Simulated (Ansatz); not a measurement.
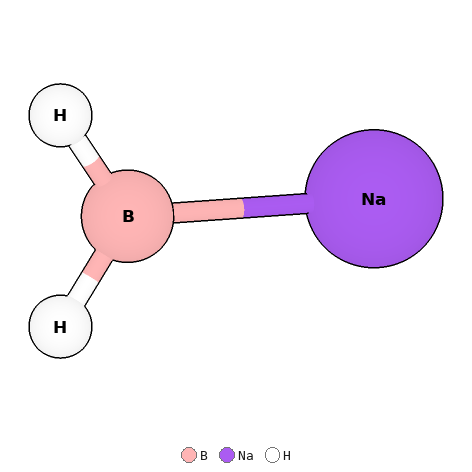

The picture shows a molecular structure as a ball-and-stick model. Every bond is drawn as one stick, whatever its order.

Identify the structure.

It has 4 atoms: 1 boron, 2 hydrogen and 1 sodium (BH2Na). Its SMILES string is `[BH2][Na]`. Among its groups: B–H bond. This geometry has C2v symmetry. All atoms lie on one plane. Coordination: 1 B trigonal planar.

The parts below concern this one geometry. Atoms keep their numbers from picture to picture. The computed structure is the end point of a PBE0-D4/def2-TZVP optimisation. No frequency run is at hand to confirm it as a minimum.

### Electronic properties

No frequency run is at hand to confirm it as a minimum. Method: RKS PBE0-D4/def2-TZVPP (Ansatz 0.2.0).

Computed properties:

- HOMO energy (Kohn–Sham orbital): −4.57 eV
- LUMO energy (Kohn–Sham orbital): −1.21 eV
- HOMO–LUMO gap: 3.36 eV

### Charges

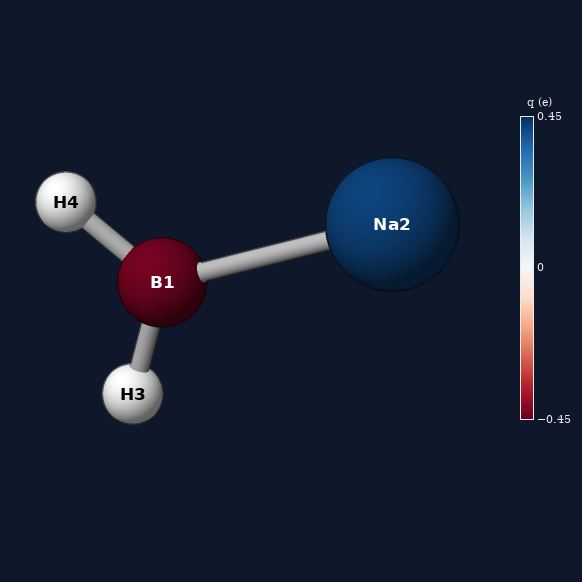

Atoms are coloured by their Mulliken charges. No frequency run is at hand to confirm it as a minimum. Properties computed with RKS PBE0-D4/def2-TZVP (Ansatz 0.2.0).

List the Mulliken charges.

```tsv
atom	value (e)
B1	−0.43
Na2	0.42
H3	0.01
H4	0.01
```

### Dipole moment

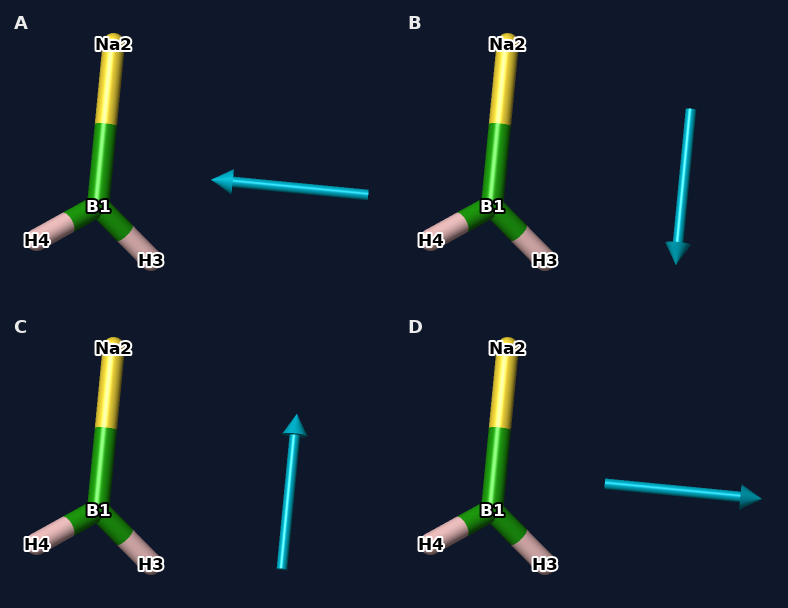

The same molecule four times, each with an arrow. No frequency run is at hand to confirm it as a minimum. Properties computed with RKS PBE0-D4/def2-TZVP (Ansatz 0.2.0).

Which arrow points along the dipole moment, from the negative to the positive end?

Answer. C. The dipole moment is 5.39 D; it points from the side of H3, H4 to the side of Na2 (the outermost atoms at the two ends).

Mulliken values depend strongly on the basis set and can even reverse the polarity of a bond.
